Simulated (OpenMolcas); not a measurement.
## Si₂⁺: relativistic diatomic calculation (part 2 of 2)

The same run, continued: Si₂⁺. Method: SA-CASSCF(7,8)/XMS-CASPT2 + RASSI spin-orbit (X2C scalar, AMFI), ANO-RCC-VTZP (OpenMolcas).

## Output (extracts), continued
```
++ Dipole transition strengths (spin-free states):
     for osc. strength at least  1.00000000E-05
      From   To        Osc. strength     Einstein coefficients Ax, Ay, Az (sec-1)    Total A (sec-1)
         1    5       2.49151697E-03  0.00000000E+00  0.00000000E+00  8.81361458E+05  8.81361458E+05
         6   14       8.35824851E-05  8.79001115E+00  1.26637851E+02  0.00000000E+00  1.35427862E+02
         6   15       8.53967114E-05  1.35087871E+02  9.37879454E+00  0.00000000E+00  1.44466666E+02
         6   16       4.09979403E-04  1.24481497E+03  2.37867577E+01  0.00000000E+00  1.26860173E+03
         6   17       9.91088374E-04  2.62050801E+02  1.33428914E+04  0.00000000E+00  1.36049422E+04
         6   10       5.52948136E-03  0.00000000E+00  0.00000000E+00  1.66542484E+06  1.66542484E+06
         6   11       3.10808675E-05  0.00000000E+00  0.00000000E+00  9.36129756E+03  9.36129756E+03
         6   12       3.69707716E-04  0.00000000E+00  0.00000000E+00  1.63537288E+05  1.63537288E+05
         6   13       6.75390669E-02  0.00000000E+00  0.00000000E+00  2.98756431E+07  2.98756431E+07
         7   14       8.35783579E-05  1.26629431E+02  8.79055614E+00  0.00000000E+00  1.35419987E+02
         7   15       8.54106899E-05  9.37710593E+00  1.35111967E+02  0.00000000E+00  1.44489073E+02
         7   16       4.10013723E-04  2.37880327E+01  1.24491184E+03  0.00000000E+00  1.26869987E+03
         7   17       9.91040538E-04  1.33421891E+04  2.62055444E+02  0.00000000E+00  1.36042446E+04
         7   10       3.10862827E-05  0.00000000E+00  0.00000000E+00  9.36287339E+03  9.36287339E+03
         7   11       5.52851835E-03  0.00000000E+00  0.00000000E+00  1.66514246E+06  1.66514246E+06
         7   12       6.75384303E-02  0.00000000E+00  0.00000000E+00  2.98750753E+07  2.98750753E+07
         7   13       3.69710652E-04  0.00000000E+00  0.00000000E+00  1.63539980E+05  1.63539980E+05
        14    8       5.97913507E-04  6.55313076E+03  2.23231372E+02  0.00000000E+00  6.77636214E+03
        14    9       5.97941641E-04  2.23259428E+02  6.55361866E+03  0.00000000E+00  6.77687808E+03
        14   19       1.20827954E-03  0.00000000E+00  0.00000000E+00  3.73487910E+05  3.73487910E+05
        14   20       4.17737114E-03  0.00000000E+00  0.00000000E+00  1.29392709E+06  1.29392709E+06
        15    8       5.93002955E-04  2.17756111E+02  6.39260334E+03  0.00000000E+00  6.61035945E+03
        15    9       5.92979732E-04  6.39251424E+03  2.17780181E+02  0.00000000E+00  6.61029442E+03
        15   19       4.16651465E-03  0.00000000E+00  0.00000000E+00  1.28383701E+06  1.28383701E+06
        15   20       1.20764211E-03  0.00000000E+00  0.00000000E+00  3.72884438E+05  3.72884438E+05
        16    8       1.39119972E-03  4.42922705E+01  1.14976478E+04  0.00000000E+00  1.15419401E+04
        16    9       1.39120845E-03  1.14981191E+04  4.42858118E+01  0.00000000E+00  1.15424049E+04
        16   18       1.74619887E-03  0.00000000E+00  0.00000000E+00  2.62432185E+05  2.62432185E+05
        17    8       1.70234247E-05  1.47956003E+01  6.68558983E-02  0.00000000E+00  1.48624562E+01
        17    9       1.70242655E-05  6.68710525E-02  1.47978768E+01  0.00000000E+00  1.48647478E+01
         8   11       1.14075358E-03  0.00000000E+00  0.00000000E+00  1.84440482E+05  1.84440482E+05
         8   12       9.03862109E-03  0.00000000E+00  0.00000000E+00  2.42881061E+06  2.42881061E+06
         9   10       1.14076447E-03  0.00000000E+00  0.00000000E+00  1.84439501E+05  1.84439501E+05
         9   13       9.03831356E-03  0.00000000E+00  0.00000000E+00  2.42874167E+06  2.42874167E+06
         2   21       1.57219433E-04  6.42354393E+01  2.62525509E+02  0.00000000E+00  3.26760949E+02
         2   22       1.57217782E-04  2.62521974E+02  6.42355425E+01  0.00000000E+00  3.26757516E+02
         3   21       1.56299609E-04  2.57945574E+02  6.31153730E+01  0.00000000E+00  3.21060947E+02
         3   22       1.56299404E-04  6.31149502E+01  2.57945575E+02  0.00000000E+00  3.21060526E+02
        18   10       4.71895297E-04  5.23157304E+03  2.19159420E+01  0.00000000E+00  5.25348898E+03
        18   11       4.71898831E-04  2.19167220E+01  5.23175507E+03  0.00000000E+00  5.25367180E+03
        18   12       8.63376808E-04  1.77230304E+02  4.22937342E+04  0.00000000E+00  4.24709645E+04
        18   13       8.63345465E-04  4.22933479E+04  1.77227702E+02  0.00000000E+00  4.24705756E+04
         4   21       5.74472140E-05  1.25874595E-01  3.35019124E+01  0.00000000E+00  3.36277870E+01
         4   22       5.74482088E-05  3.35025027E+01  1.25866667E-01  0.00000000E+00  3.36283693E+01
        19   12       3.15873512E-04  5.90225356E+02  9.07600211E+02  0.00000000E+00  1.49782557E+03
        19   13       3.15889361E-04  9.07355704E+02  5.90675982E+02  0.00000000E+00  1.49803169E+03
        20   12       3.13222780E-04  8.84688430E+02  5.75873530E+02  0.00000000E+00  1.46056196E+03
        20   13       3.13265552E-04  5.75643264E+02  8.85246935E+02  0.00000000E+00  1.46089020E+03
 Electric-quadrupole - electric-quadrupole not included
 Electric-dipole - electric-octupole not included
 Electric-dipole - magnetic-quadrupole not included
   Eigenvalues of complex Hamiltonian:
  (Shifted by EMIN (a.u.) =       -578.9138269377)
 SO State       Relative EMIN(au)   Rel lowest level(eV)    D:o, cm**(-1)      Omega
     1            -0.0000078543        0.0000000000              0.0000         0.5
     2            -0.0000078543        0.0000000000              0.0000         0.5
     3            -0.0000013799        0.0001761779              1.4210         1.5
     4            -0.0000013799        0.0001761779              1.4210         1.5
     5             0.0207528885        0.5649285924           4556.4564         0.5
     6             0.0207528885        0.5649285924           4556.4564         0.5
     7             0.0211917557        0.5768707777           4652.7766         1.5
     8             0.0211917557        0.5768707777           4652.7766         1.5
     9             0.0280787115        0.7642743898           6164.2887         2.0
    10             0.0280787115        0.7642743898           6164.2887         2.0
    11             0.0282337093        0.7684920952           6198.3068         2.1
    12             0.0282337093        0.7684920952           6198.3068         2.1
    13             0.0307785646        0.8377411373           6756.8380         0.5
    14             0.0307785646        0.8377411373           6756.8380         0.5
    15             0.0416643133        1.1339574496           9145.9836         0.5
    16             0.0416643133        1.1339574496           9145.9836         0.5
    17             0.0466432012        1.2694398911          10238.7232         1.5
    18             0.0466432012        1.2694398911          10238.7232         1.5
    19             0.0470806320        1.2813429894          10334.7282         0.5
    20             0.0470806320        1.2813429894          10334.7282         0.5
    21             0.0954647300        2.5979413665          20953.8102         0.5
    22             0.0954647300        2.5979413665          20953.8102         0.5
    23             0.0959084977        2.6100169026          21051.2060         1.5
    24             0.0959084977        2.6100169026          21051.2060         1.5
    25             0.0963596244        2.6222926859          21150.2169         2.5
    26             0.0963596244        2.6222926859          21150.2169         2.5
    27             0.0968114008        2.6345861469          21249.3703         3.5
    28             0.0968114008        2.6345861469          21249.3703         3.5
    29             0.0988881578        2.6910975838          21705.1658         0.5
    30             0.0988881578        2.6910975838          21705.1658         0.5
    31             0.0998885543        2.7183197596          21924.7275         1.5
    32             0.0998885543        2.7183197596          21924.7275         1.5
    33             0.1001845045        2.7263729735          21989.6810         0.5
    34             0.1001845045        2.7263729735          21989.6810         0.5
    35             0.1039378607        2.8285069994          22813.4475         0.5
    36             0.1039378607        2.8285069994          22813.4475         0.5
    37             0.1040734234        2.8321958500          22843.2001         0.5
    38             0.1040734234        2.8321958500          22843.2001         0.5
    39             0.1042192562        2.8361641609          22875.2067         1.5
    40             0.1042192562        2.8361641609          22875.2067         1.5
    41             0.1043754889        2.8404154708          22909.4958         2.5
    42             0.1043754889        2.8404154708          22909.4958         2.5
    43             0.1049278876        2.8554470037          23030.7333         0.5
    44             0.1049278876        2.8554470037          23030.7333         0.5
    45             0.1049288060        2.8554719943          23030.9348         1.5
    46             0.1049288060        2.8554719943          23030.9348         1.5
    47             0.1177717215        3.2049455288          25849.6290         0.5
    48             0.1177717215        3.2049455288          25849.6290         0.5
    49             0.1178455986        3.2069558278          25865.8431         1.5
    50             0.1178455986        3.2069558278          25865.8431         1.5
    51             0.1258062463        3.4235760884          27613.0034         1.5
    52             0.1258062463        3.4235760884          27613.0034         1.5
    53             0.1266291215        3.4459676626          27793.6036         2.5
    54             0.1266291215        3.4459676626          27793.6036         2.5
    55             0.1380315175        3.7562426632          30296.1402         0.5
    56             0.1380315175        3.7562426632          30296.1402         0.5
    57             0.1385970373        3.7716312410          30420.2575         1.5
    58             0.1385970373        3.7716312410          30420.2575         1.5
 Weights of the five most important spin-orbit-free states for each spin-orbit state.
 SO State  Total energy (au)           Spin-free states, spin, and weights
    1        -0.000008       1 1.5  0.9998   17 0.5  0.0001   22 1.5  0.0000   21 1.5  0.0000   12 0.5  0.0000
    2        -0.000008       1 1.5  0.9998   17 0.5  0.0001   22 1.5  0.0000   21 1.5  0.0000   12 0.5  0.0000
    3        -0.000001       1 1.5  1.0000   21 1.5  0.0000   22 1.5  0.0000   12 0.5  0.0000   13 0.5  0.0000
    4        -0.000001       1 1.5  1.0000   21 1.5  0.0000   22 1.5  0.0000   12 0.5  0.0000   13 0.5  0.0000
    5         0.020753       6 0.5  0.5000    7 0.5  0.4999    8 0.5  0.0000    9 0.5  0.0000    2 1.5  0.0000
    6         0.020753       6 0.5  0.5000    7 0.5  0.4999    8 0.5  0.0000    9 0.5  0.0000    2 1.5  0.0000
    7         0.021192       7 0.5  0.5000    6 0.5  0.4999    9 0.5  0.0000    8 0.5  0.0000    4 1.5  0.0000
    8         0.021192       7 0.5  0.5000    6 0.5  0.4999    9 0.5  0.0000    8 0.5  0.0000    4 1.5  0.0000
    9         0.028079      14 0.5  0.9994   15 0.5  0.0006   11 0.5  0.0000   10 0.5  0.0000   22 1.5  0.0000
   10         0.028079      14 0.5  0.9994   15 0.5  0.0006   11 0.5  0.0000   10 0.5  0.0000   22 1.5  0.0000
   11         0.028234      15 0.5  0.9994   14 0.5  0.0006   10 0.5  0.0000   11 0.5  0.0000   21 1.5  0.0000
   12         0.028234      15 0.5  0.9994   14 0.5  0.0006   10 0.5  0.0000   11 0.5  0.0000   21 1.5  0.0000
   13         0.030779      16 0.5  0.9990   17 0.5  0.0010   22 1.5  0.0000   21 1.5  0.0000   12 0.5  0.0000
   14         0.030779      16 0.5  0.9990   17 0.5  0.0010   22 1.5  0.0000   21 1.5  0.0000   12 0.5  0.0000
   15         0.041664
```

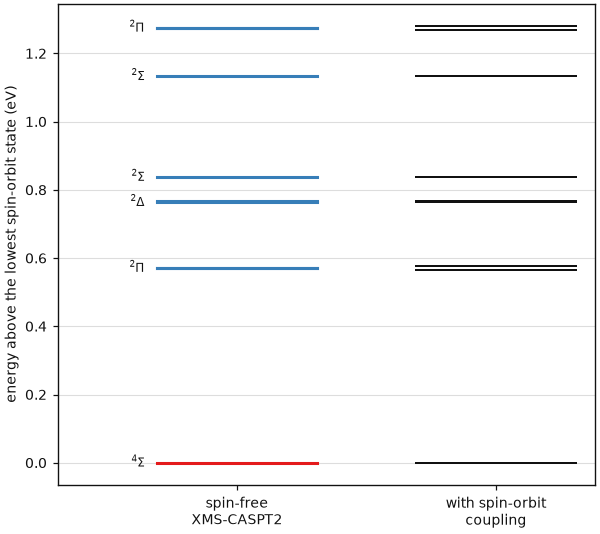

Figure 1. States up to 1.5 eV at 2.297 Å, without spin-orbit coupling (left, a colour for each spin multiplicity) and with it (right, where close levels merge). The spin-free states run ⁴Σ (0.00 eV), ²Π (0.57 eV), ²Δ (0.76 eV), ²Σ (0.84 eV), ²Σ (1.13 eV), ²Π (1.28 eV) from the lowest. The lowest spin-orbit levels have |Ω| = 1/2 (0 cm⁻¹), 3/2 (1 cm⁻¹), 1/2 (4,556 cm⁻¹), 3/2 (4,653 cm⁻¹), 2.04 (not clean) (6,164 cm⁻¹).

Outcome of the run: converged; components of a degenerate state are split by 34 cm⁻¹.
